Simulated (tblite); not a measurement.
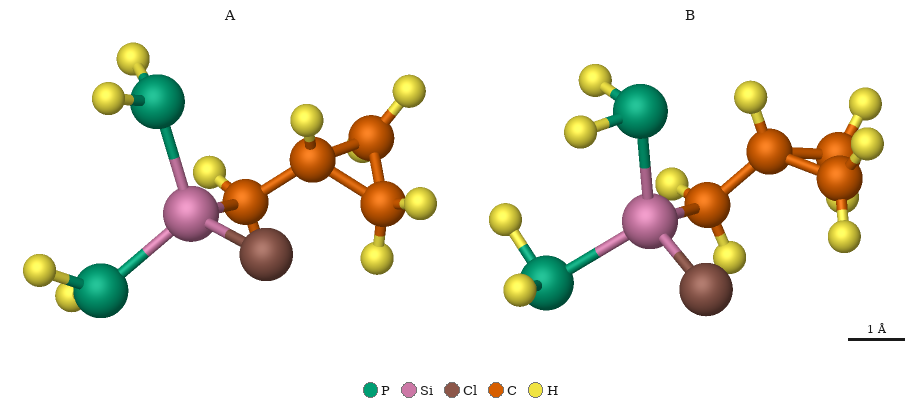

Two geometries of C₄H₁₁ClP₂Si, drawn at one scale. One is the start of a relaxation, the other its converged end. Style: ball-and-stick. Shown at a tilt.

Level of theory: GFN2-xTB geometry optimisation, gas phase (tblite 0.8.0). 

**Which of the two is the end point?**

Structure B is the relaxed one. The largest move after the best rigid fit is that of an H atom, 1.58 Å. By element the largest moves are H 1.58 Å, Cl 0.79 Å, C 0.62 Å, P 0.59 Å, Si 0.20 Å. Among the contacts that change: P–Si 2.167 → 2.278 Å, H–P 1.464 → 1.385 Å, P–Si 2.196 → 2.273 Å, Cl–Si 2.105 → 2.042 Å. Bond angles that change, for instance: H–P–H 114.5° → 92.3°, Si–P–H 115.4° → 94.5°, Si–P–H 114.2° → 95.1°. Groups turn about C–C by about 30°, C–Si by about 25°. Over 185 geometry steps the energy falls by 2.028 eV. Cost: 3.7 s on 1 thread of Arm Neoverse N1 (shared host).
